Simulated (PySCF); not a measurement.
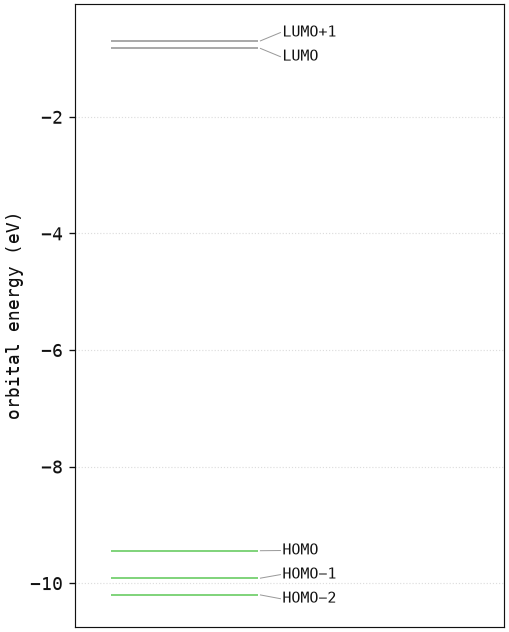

Kohn-Sham orbital energies near the frontier, CAM-B3LYP/def2-SVPD with PySCF, at a GFN2-xTB geometry (no frequency check), isolated molecule; empty levels in grey, levels within 0.03 eV side by side.

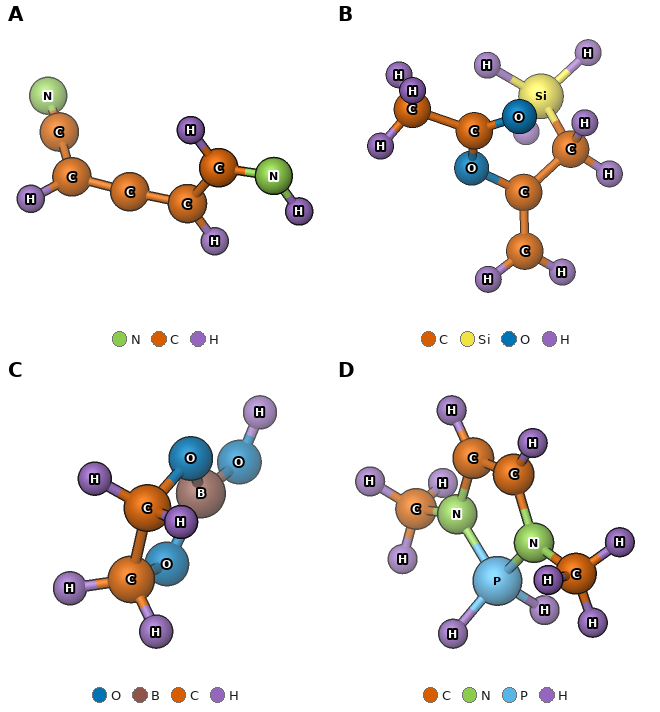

Which molecule has this level scheme? The candidates are drawn in the second picture. Charge and spin: A neutral singlet; B neutral singlet; C neutral singlet; D +1 singlet.

Structure A, C₅H₄N₂. HOMO −9.44 eV, LUMO −0.83 eV, separation 8.62 eV.

Caveats: the tight-binding geometry is rougher than a DFT one and adds to the error; one conformer of a flexible molecule; empty levels above zero depend strongly on the basis.
